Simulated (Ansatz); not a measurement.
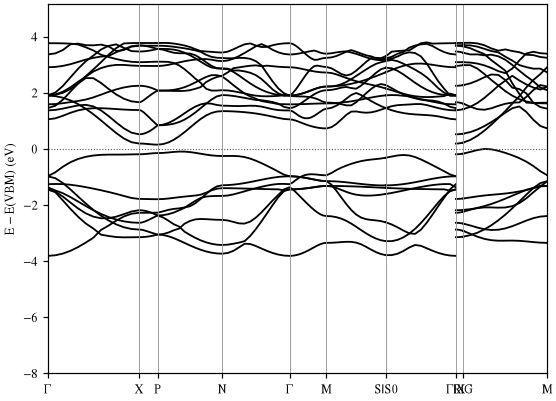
Band structure from the program Ansatz at the r²SCAN level (PAW)

Q: Read off the gap and where the band edges lie.

A: About 0.2 eV (0.15 eV by a search for the band edges); maximum on the G–M line, 27 % of the way from G, minimum at P.

The material is Ca₂Bi in space group I4/mmm (No. 139; Ca on 4e, Ca on 4c, Bi on 4e).

The first step of the workflow began from a Materials Project structure, measured or hypothetical; the Crystallography Open Database files this formula in space group No. 139, but the cells were not matched. Its standing as an ambient phase is unchecked. The cell was relaxed with r²SCAN under the symmetry of its start; its stability against distortions is not shown here. Spin–orbit coupling is left out wherever it is not named.

Potentials: the later of the program's two PAW sets.
